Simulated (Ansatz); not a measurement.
Band structure of Lu₂Ga₃Cu (P3m1, 6 atoms in the cell).

```
Lu2Ga3Cu
1.0
    4.28198     0.00000     0.00000
   -2.14099     3.70830     0.00000
    0.00000     0.00000     6.97997
Lu Ga Cu
2 3 1
Direct
  0.66667   0.33333   0.73018
  0.66667   0.33333   0.26153
  0.00000   0.00000   0.47569
  0.00000   0.00000   0.04673
  0.33333   0.66667   0.94715
  0.33333   0.66667   0.53871
```

Method: LDA (PW92), PAW files made with PBE (plane waves; Ansatz, a first-principles code).

Settings: kpoints.mp_grid.grid = 6 6 3; hamiltonian.xc = lda; hamiltonian.pseudopotentials = {kind: paw} (the program's default PAW files); scf.occupations.method = gaussian; scf.occupations.width = 0.136 eV; kpoints.band_path.npoints = 8.

The starting cell comes from a database of computed structures (which also holds hypothetical and non-ambient phases and stackings), without a prior relaxation at this level. Spin-orbit coupling is off. Spin polarisation is off.

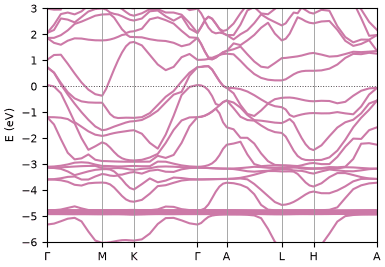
Figure. Bands along the path, energies from the Fermi level.

Levels in eV from the Fermi level, bands 51 to 58:
```csv
point,51,52,53,54,55,56,57,58
Γ,-1.19,0.05,0.74,0.74,1.02,1.86,1.86,2.05
M,-2.16,-1.91,-1.69,-0.63,-0.37,1.77,2.77,2.99
K,-2.86,-1.69,-1.35,-1.22,1.71,1.90,2.12,2.53
A,-0.55,-0.55,-0.06,-0.06,1.25,1.36,1.36,1.97
L,-1.80,-1.42,-0.81,-0.45,0.23,1.08,1.77,2.34
H,-2.84,-2.46,-1.03,-0.58,0.60,1.28,2.42,2.80
```

Bands cross the Fermi level along this path, so the cell is metallic at this level.

Keys are those of Ansatz 0.2.
